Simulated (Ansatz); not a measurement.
# Mg (hcp, Mg type), map of one atom of the cell

Starting cell, Mg (hcp, Mg type):

```xyz
4
Lattice="6.3723 0.0000 0.0000 -1.5931 2.7593 0.0000 0.0000 0.0000 5.2235" Properties=species:S:1:pos:R:3 pbc="T T T"
Mg     0.0000     1.8395     3.9176
Mg     3.1862     1.8395     3.9176
Mg     1.5931     0.9198     1.3059
Mg     4.7792     0.9198     1.3059
```

Two-dimensional scan of atom 2 (Mg, nearest neighbour Mg at 3.186 Å; its periodic images, 3.2 Å or more away, move with it): u runs along (1.000, 0.000, 0.000), v along (0.000, 1.000, 0.000) (Cartesian). Cell and other atoms are fixed.

Level of theory: PBE (plane waves to 420 eV, PAW, scalar-relativistic; Ansatz, a program for electronic structure). k mesh 7×14×7 (Γ-centred), Fermi-Dirac smearing 0.05 eV. The energy includes the smearing's −TS. Stress and pressure are positive under compression. Points where atoms come too close for the PAW data are left out (x in tables, blank in figures). With partly filled bands, energies and forces of such displacements shift with the k mesh and the smearing. Mg was relaxed with its symmetry unable to fall. The PAW data are Ansatz's earlier set. The zero of ΔE is the undisplaced structure. Axes are in Å.

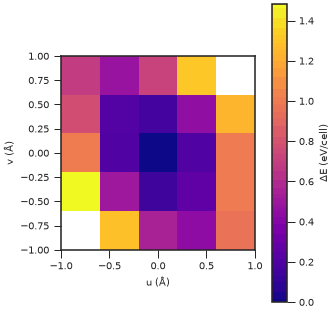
ΔE (eV/cell) over the 5×5 grid of computed points.

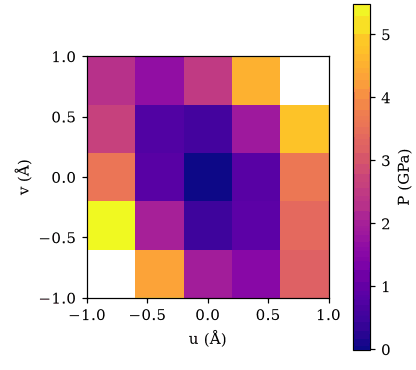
*P (GPa) over the 5×5 grid of computed points.*

Lowest place on the grid: u = 0.000 Å, v = 0.000 Å (0 meV/cell).

(For displaced atoms, the force is minus the slope of the energy, and its curvature is a force constant, which sets phonon frequencies.)
